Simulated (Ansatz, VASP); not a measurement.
# MgO in two plane-wave programs

Aim: how closely do two programs agree when they are given the same cell, functional and k mesh?

Calculated with Ansatz 0.2.0; plane waves, with VASP 6.6.1 beside it; single point at PBEsol.

## 1. Starting point

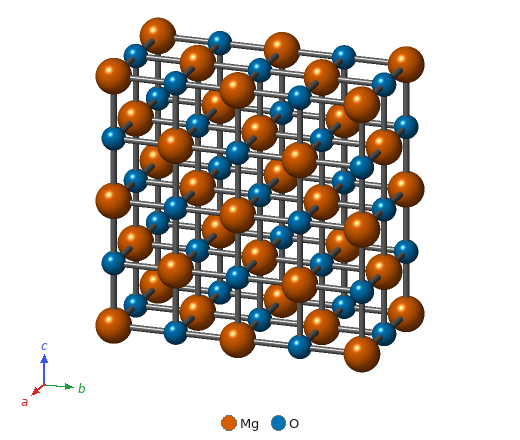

Start, viewed from a free direction; magnesium orange, oxygen blue. 1×2×2 cells are drawn. This picture shows the conventional cell, with its axes. Some periodic images of atoms are drawn too.

Structure file:

```cif
data_structure
_symmetry_space_group_name_H-M 'P 1'
_symmetry_Int_Tables_number 1
_cell_length_a 2.9772
_cell_length_b 2.9772
_cell_length_c 2.9772
_cell_angle_alpha 60.000
_cell_angle_beta 60.000
_cell_angle_gamma 60.000
_cell_volume 18.66
loop_
_atom_site_label
_atom_site_type_symbol
_atom_site_fract_x
_atom_site_fract_y
_atom_site_fract_z
_atom_site_occupancy
Mg1 Mg 0.00000 0.00000 0.00000 1
O2 O 0.50000 0.50000 0.50000 1
```

## 2. Ansatz: single point, PBEsol

Ansatz runs on its default PAW (the set named soft_2) files.

A single point gives forces, pressure and levels at one fixed geometry, so differences don't come from the geometry; what else differs is listed under the comparison.

input.yaml reads:

```yaml
crystal:
  lattice:
    - [0.0, 2.105205, 2.105205]
    - [2.105205, 0.0, 2.105205]
    - [2.105205, 2.105205, 0.0]
  atoms:
    - { symbol: Mg, position: [0.0, 0.0, 0.0] }
    - { symbol: O, position: [0.5, 0.5, 0.5] }
hamiltonian:
  xc: pbesol
  pseudopotentials: { kind: paw }
kpoints:
  mp_grid: { grid: [12, 12, 12] }
scf:
  occupations: { method: gaussian, width: 0.05 }
  n_extra_bands: 4
output:
  forces: true
  stress: true
  eigenvalues: true
```

Command:

```
ansatz run input.yaml --threads 2 --pin off --max-ram 4608MiB --backend cpu --events-out ev --progress --plain --runs-dir out
```

Numbers of over 12 decimals in the logs are rounded to 6 here.

Output:

```text
scf.n_extra_bands = 4 over 8 filled bands (N_el = 16.0): the run solves 12 bands
Engine: ansatz 0.2.0, x86_64-unknown-linux-gnu
Pseudopotentials: kind: paw
Pseudopotential: Mg, paw, valence charge 10, recommended cutoff 420 eV (normal), Mg.paw.azcp
Pseudopotential: O, paw, valence charge 6, recommended cutoff 420 eV (normal), O.paw.azcp
Functional definition: PBEsol
  exchange = pbesol_x
  correlation = pbesol_c
Crystal: 2 atoms, lattice volume = 18.660 Å³
Basis set: ecut = 420 eV, 339 PW (Γ), exchange–correlation on 40×40×40 points (8 copies of the dense FFT grid, shifted against one another)
Bands: 12, of which v1, the nominal top of the filled ones, is band 8 counted from 1 (7 counted from 0)
Symmetry: 48 space group operations
Space group: Fm-3m (ITA 225), of the structure as read, at distance tolerance 2.7e-5 Å
k-points: 72 of 1728
Non-local potential: Mg, projectors of the file, l = 0: 3, l = 1: 2, l = 2: 1
Non-local potential: O, projectors of the file, l = 0: 2, l = 1: 2, l = 2: 1
PAW form: soft (Blöchl's): semilocal exchange-correlation on the pseudo side does not see the compensation charge
PAW frozen core: Mg, regenerated for the run's functional, and the local potential with it (the file was generated under x = pbe(κ = 0.804, μ = 0.219515), c = pbe(β = 0.066725))
PAW frozen core: O, regenerated for the run's functional, and the local potential with it (the file was generated under x = pbe(κ = 0.804, μ = 0.219515), c = pbe(β = 0.066725))
PAW one-centre angular grid: Mg, 110 points (default); XC on 64 Gauss nodes
PAW one-centre angular grid: O, 110 points (default); XC on 64 Gauss nodes
Initial density: superposition of atomic densities (neutral atoms: chi_scale 0, normalization atom), corrected by the library's trained network
Initial wavefunctions: pseudopotential atomic-orbital guess
Functional: x = pbesol(κ = 0.804, μ = 0.123457), c = pbesol(β = 0.046)
SCF iter   1: F=—  HF=-2475.880693 eV  |F-HF|=—  |Δ(HF+E_count)|=         —  Δρ=1.45e-2  dr2=3.14e-2  ethr=1.77e-3  ⟨swp⟩=5.4  Hψ=4928  notcnv=0
preconditioner: auto → none  [insulator: Δε(μ)=4.520 eV  Ē_g=18.303 eV  σ=0.050 eV  W_gap=1.00  n_scr=8 (ndim 8)  ℏωp=24.3 eV  f_vac=0.000  D(μ)=0.00/eV (n_scr^D=0)  ε∞_Penn≈2.8]
SCF iter   2: F=—  HF=-2475.872173 eV  |F-HF|=—  |Δ(HF+E_count)|=   8.52e-3  Δρ=4.12e-3  dr2=3.09e-3  ethr=1.96e-4  ⟨swp⟩=2.0  Hψ=1702  notcnv=0
SCF iter   3: F=—  HF=-2475.871393 eV  |F-HF|=—  |Δ(HF+E_count)|=   7.80e-4  Δρ=6.61e-4  dr2=4.35e-5  ethr=1.93e-5  ⟨swp⟩=2.0  Hψ=1150  notcnv=0
SCF iter   4: F=—  HF=-2475.871373 eV  |F-HF|=—  |Δ(HF+E_count)|=   2.03e-5  Δρ=1.15e-4  dr2=9.49e-7  ethr=2.72e-7  ⟨swp⟩=2.7  Hψ=1410  notcnv=0
SCF iter   5: F=—  HF=-2475.871372 eV  |F-HF|=—  |Δ(HF+E_count)|=   8.68e-7  Δρ=3.72e-5  dr2=1.03e-7  ethr=5.93e-9  ⟨swp⟩=2.0  Hψ=1177  notcnv=0
SCF iter   6: F=-2475.871372 eV  HF=-2475.871372 eV  |F-HF|=3.91e-10  |Δ(HF+E_count)|=   5.33e-8  Δρ=3.93e-6  dr2=1.47e-9  ethr=6.25e-10  ⟨swp⟩=5.0  Hψ=3871  notcnv=0
SCF 1 converged in 6 iterations: F = -2475.871372 eV  dr2 = 1.47e-9
  greatest PAW one-centre occupation: 1.000 electrons in one spin orbital (limit 2), on the Mg atom at site 0 (counted from 0), in its partial waves of l = 0
SCF converged after 6 iterations
Free energy (F): -2475.871372 eV
Harris-Foulkes:  -2475.871372 eV  (|F-HF|=3.91e-10)
Internal energy: -2475.871372 eV  (E = F + TS)
E sigma→0 (E₀):  -2475.871372 eV
Fermi energy:    10.351076 eV
--- Per-component energies (eV) ---
  E_band       = -291.869890
  E_kinetic    = 255.019118
  E_local      = -1600.234306  (includes V_loc(G=0)·N_el)
  E_nonlocal   = 143.751100
  E_hartree    = 552.379550
  E_xc         = -103.926133
  E_vxc        = -133.911534  (∫ρ·V_xc dr)
  E_paw        = -433.084778  (= ΣΔE_a)
  E_vpaw       = -61.255297  (= ΣTr[D̂ρ^β])
  E_aug_tail   = 0.002515  (compensation charges beyond the density's cutoff)
  E_ewald      = -1289.872589
  E_core_change = 0.094150  (= ΣΔE_core)
  E_smearing   = -0.000000  (= −TS)
  E_closure    = 0.000000  (closes the sum)
  Σ components = -2475.871372   (vs F -2475.871372, Δ=0.00e0)
--- Forces (eV/Å), atoms counted from 1 ---
  atom   1  Mg    -0.00000000     0.00000000     0.00000000
  atom   2  O      0.00000000    -0.00000000    -0.00000000
  max |Σ_I F_I| component: 9.43e-30 eV/Å
--- Stress (GPa, compression-positive) ---
        0.420814       0.000000       0.000000
        0.000000       0.420814      -0.000000
       -0.000000       0.000000       0.420814
  P = ⅓ Tr σ = 0.4208 GPa (4.208 kbar)
--- Band table (eV; the first three rows and the last of 72) ---
  k-point 0: bands = [... 4 lower, -9.1724, 8.0281, 8.0281, 8.0281, 12.6734, 23.7095, 23.7095, 23.7095]
  k-point 1: bands = [... 4 lower, -9.0945, 7.5491, 7.9803, 7.9803, 13.1336, 22.7255, 23.8793, 23.8793]
  k-point 2: bands = [... 4 lower, -8.8743, 6.4969, 7.8517, 7.8517, 14.1014, 21.3442, 24.2800, 24.2800]
  k-point 71: bands = [... 4 lower, -7.5296, 5.0427, 5.0427, 6.2355, 19.5437, 19.5437, 20.1176, 23.4448]
```

Wall time 0.72 s (2 threads of Intel Xeon Platinum 8259CL at 2.50GHz (Skylake/Cascade Lake), shared host); peak memory 0.33 GiB; 1.2 s of CPU time.

The run ends at a pressure of 0.42 GPa.

## 3. VASP: single point, PBEsol

The same cell, functional, mesh and smearing now go to VASP, with its own data sets and cutoff.

Lines of VASP's logs that name or quote its potential files are left out, and so is its time.

INCAR reads:

```
SYSTEM = MgO
PREC = Accurate
ENCUT = 520
EDIFF = 1E-05
NELM = 100
ISMEAR = 0
SIGMA = 0.05
LREAL = .FALSE.
ALGO = Normal
GGA = PS
NBANDS = 10
LORBIT = 11
LWAVE = .FALSE.
LCHARG = .FALSE.
KPAR = 4
```

POSCAR reads:

```
MgO
1.0
    0.0000000000      2.1052050000      2.1052050000
    2.1052050000      0.0000000000      2.1052050000
    2.1052050000      2.1052050000      0.0000000000
Mg O
1 1
Direct
    0.0000000000      0.0000000000      0.0000000000
    0.5000000000      0.5000000000      0.5000000000
```

KPOINTS reads:

```
Automatic mesh
0
Gamma
12 12 12
0 0 0
```

The projector-augmented-wave data sets are Mg and O (PBE family, release 64).

Command:

```
mpirun -np 4 vasp_std
```

Output:

```text
[banner, memory and clock lines left out]
running    4 mpi-ranks, on    1 nodes
 distrk:  each k-point on    1 cores,    4 groups
 distr:  one band on    1 cores,    1 groups

 POSCAR found type information on POSCAR MgO
 POSCAR found :  2 types and       2 ions
|                                                                             |
|               ----> ADVICE to this user running VASP <----                  |
|                                                                             |
|     You enforced a specific xc type in the INCAR file but a different       |
|     [... a line on the potential file left out ...]
|     I HOPE YOU KNOW WHAT YOU ARE DOING!                                     |
|                                                                             |

 LDA part: xc-table for (Slater+PW92), standard interpolation
 POSCAR, INCAR and KPOINTS ok, starting setup
 FFT: planning ... GRIDC
 FFT: planning ... GRID_SOFT
 FFT: planning ... GRID
 WAVECAR not read
 entering main loop
       N       E                     dE             d eps       ncg     rms          rms(c)
DAV:   1     0.132223412782E+02    0.13222E+02   -0.45847E+03  1648   0.706E+02
DAV:   2    -0.133593831002E+02   -0.26582E+02   -0.25993E+02  1636   0.141E+02
DAV:   3    -0.138973084928E+02   -0.53793E+00   -0.53757E+00  1750   0.183E+01
DAV:   4    -0.138984293137E+02   -0.11208E-02   -0.11208E-02  1608   0.922E-01
DAV:   5    -0.138984326493E+02   -0.33357E-05   -0.33357E-05  1628   0.499E-02    0.667E+00
DAV:   6    -0.125497179442E+02    0.13487E+01   -0.78794E+00  1468   0.165E+01    0.220E+00
DAV:   7    -0.125260757535E+02    0.23642E-01   -0.44456E-02  1544   0.212E+00    0.129E+00
DAV:   8    -0.125127627730E+02    0.13313E-01   -0.22234E-02  1462   0.186E+00    0.194E-01
DAV:   9    -0.125125801644E+02    0.18261E-03   -0.21036E-04  1648   0.113E-01    0.132E-01
DAV:  10    -0.125125213095E+02    0.58855E-04   -0.36258E-04  1524   0.155E-01    0.570E-03
DAV:  11    -0.125125222526E+02   -0.94309E-06   -0.40575E-06   794   0.154E-02
   1 F= -.12512522E+02 E0= -.12512522E+02  d E =-.603654E-15
```

From OUTCAR (step 3):

```text
ion  position               nearest neighbor table
   1  0.000  0.000  0.000-   2 2.11   2 2.11   2 2.11   2 2.11   2 2.11   2 2.11
   2  0.500  0.500  0.500-   1 2.11   1 2.11   1 2.11   1 2.11   1 2.11   1 2.11

  LATTYP: Found a face centered cubic cell.
 ALAT       =     4.2104100000

 Subroutine GETGRP returns: Found 48 space group operations
 (whereof 48 operations were pure point group operations)

The static configuration has the point symmetry O_h .

 Found     72 irreducible k-points:

   k-points           NKPTS =     72   k-points in BZ     NKDIM =     72   number of bands    NBANDS=     10

   dimension x,y,z NGX =    24 NGY =   24 NGZ =   24
   dimension x,y,z NGXF=    48 NGYF=   48 NGZF=   48

   ENCUT  =  520.0 eV  38.22 Ry    6.18 a.u.   5.54  5.54  5.54*2*pi/ulx,y,z

   NELECT =       8.0000    total number of electrons

 k-points in reciprocal lattice and weights: Automatic mesh
   0.00000000  0.00000000  0.00000000       0.001
   0.08333333  0.00000000  0.00000000       0.005
   0.16666667  0.00000000  0.00000000       0.005
   0.25000000  0.00000000  0.00000000       0.005
   0.33333333  0.00000000  0.00000000       0.005
   0.41666667  0.00000000  0.00000000       0.005
   0.50000000  0.00000000  0.00000000       0.002
   0.08333333  0.08333333  0.00000000       0.003
   0.16666667  0.08333333  0.00000000       0.014
[...]
-0.33333333  0.50000000  0.16666667       0.007
  -0.25000000  0.50000000  0.25000000       0.003

 average (electrostatic) potential at core
       1 -34.6570       2 -69.5546

 E-fermi :   3.3266

 k-point     1 :       0.0000    0.0000    0.0000
  band No.  band energies     occupation
      1     -14.1360      2.00000
      2       3.0761      2.00000
      3       3.0761      2.00000
      4       3.0761      2.00000
      5       7.7217      0.00000
      6      18.7147      0.00000
      7      18.7147      0.00000
      8      18.7147      0.00000
      9      22.5599      0.00000
    ...

 k-point     2 :       0.0833    0.0000    0.0000
  band No.  band energies     occupation
      1     -14.0606      2.00000
      2       2.5961      2.00000
      3       3.0276      2.00000
      4       3.0276      2.00000
      5       8.1821      0.00000
      6      17.7447      0.00000
      7      18.8865      0.00000
      8      18.8865      0.00000
      9      23.8544      0.00000
    ...

 k-point     3 :       0.1667    0.0000    0.0000
  band No.  band energies     occupation
      1     -13.8467      2.00000
      2       1.5424      2.00000
      3       2.8985      2.00000
      4       2.8985      2.00000
      5       9.1500      0.00000
      6      16.3737      0.00000
      7      19.2934      0.00000
      8      19.2934      0.00000
      9      23.1652      0.00000
    ...

  Total       -0.0101569     -0.0101569     -0.0101569     -0.0000000     -0.0000000      0.0000000
  in kB       -0.8720828     -0.8720828     -0.8720828     -0.0000000     -0.0000000      0.0000000
  external PRESSURE =      -0.8720828 kB  Pullay stress =       0.0000000 kB

  energy-cutoff  :      520.00
  volume of cell :       18.66
      direct lattice vectors                 reciprocal lattice vectors
     0.000000000  2.105205000  2.105205000    -0.237506561  0.237506561  0.237506561
     2.105205000  0.000000000  2.105205000     0.237506561 -0.237506561  0.237506561
     2.105205000  2.105205000  0.000000000     0.237506561  0.237506561 -0.237506561

 POSITION                                       TOTAL-FORCE (eV/Angst)
 -----------------------------------------------------------------------------------
      0.00000      0.00000      0.00000        -0.000000     -0.000000      0.000000
      2.10521      2.10521      2.10521         0.000000      0.000000     -0.000000
 -----------------------------------------------------------------------------------
    total drift:                               -0.000000     -0.000000      0.000000

  FREE ENERGIE OF THE ION-ELECTRON SYSTEM (eV)
  ---------------------------------------------------
  free  energy   TOTEN  =       -12.5125222526 eV

  energy  without entropy=      -12.5125222526  energy(sigma->0) =      -12.51252225

 total charge
# of ion       s       p       d       tot
------------------------------------------
    1        0.150   0.182   0.080   0.412
    2        1.537   3.541   0.000   5.079
--------------------------------------------------
tot          1.687   3.723   0.080   5.491

[... 3 further parts left out ...]
```

The run ends at a pressure of -0.09 GPa.

## 4. Side by side

Known differences besides the PAW data sets themselves: the data sets hold 16 valence electrons in Ansatz (default PAW (the set named soft_2) files) and 8 in VASP; the cutoff is 420 eV in Ansatz and 520 eV in VASP; Ansatz makes its cores anew for this functional, VASP keeps those of its PBE data sets; VASP leaves aspherical gradient terms in its spheres out (LASPH is not set), Ansatz keeps them. Total energies have different zeros and are not compared.

Both answers:

```csv
quantity,Ansatz,VASP,difference
pressure (GPa),0.42,-0.09,+0.51
gap on the k mesh (eV),4.645,4.646,0.000
```

Ansatz's pressure holds a Pulay correction of 0.66 GPa; VASP's holds none.

## 5. Outcome

| Item | Value |
| --- | --- |
| difference in gap on the k mesh (single point, PBEsol) | -3.2e-4 eV |
| difference in pressure (single point, PBEsol) | 0.51 GPa |

In words: The difference in pressure is 0.51 GPa (single point, PBEsol), within the 1 GPa picked in this series as the mark of a large difference. Differences of this kind measure data sets and numerical settings, not the functional's error against experiment.

[Lines on the potential files, build, host, timing and source positions are cut from VASP's logs without a mark.]

[Logs are printed without paths, hosts, clocks, repeated set-up lines and the standing remarks that a program may print on its own settings, such as how far it seeks lower states.]

[Hosts, paths, dates, database ids (printed as entryN), source tags and the programs' standing remarks are cut or masked in the printed files.]
